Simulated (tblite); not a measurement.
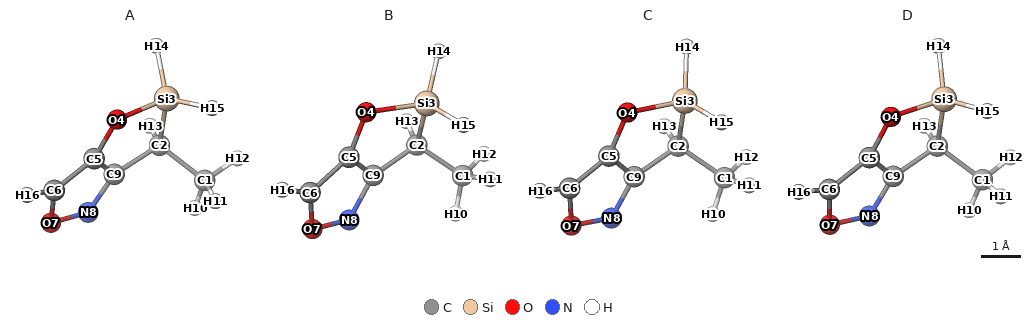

4 geometries from one relaxation of C₅H₇NO₂Si, in shuffled order. Style: ball-and-stick. Shown from a free direction.

Computed with GFN2-xTB geometry optimisation, gas phase (tblite 0.8.0). 

Order the frames from highest to lowest energy.

Answer. B, C, D, A. They are steps 0, 16, 37, 83, at +1.030 eV, +0.088 eV, +0.028 eV relative to the last. The largest move after the best rigid fit is that of H11, 0.71 Å. By element the largest moves are H 0.71 Å, O 0.39 Å, N 0.29 Å, C 0.18 Å, Si 0.14 Å. Among the contacts that change: C5–C9 1.315 → 1.422 Å, O7–N8 1.281 → 1.360 Å, C2–Si3 1.862 → 1.937 Å, N8–C9 1.372 → 1.300 Å. Bond angles that change, for instance: C5–C6–H16 126.5° → 135.1°, O7–C6–H16 125.2° → 117.0°, O4–Si3–H14 114.2° → 107.1°. Groups turn about C1–C2 by about 30°, C2–Si3 by about 20°, Si3–O4 by about 20°. The energy falls by 1.030 eV in 83 geometry steps.
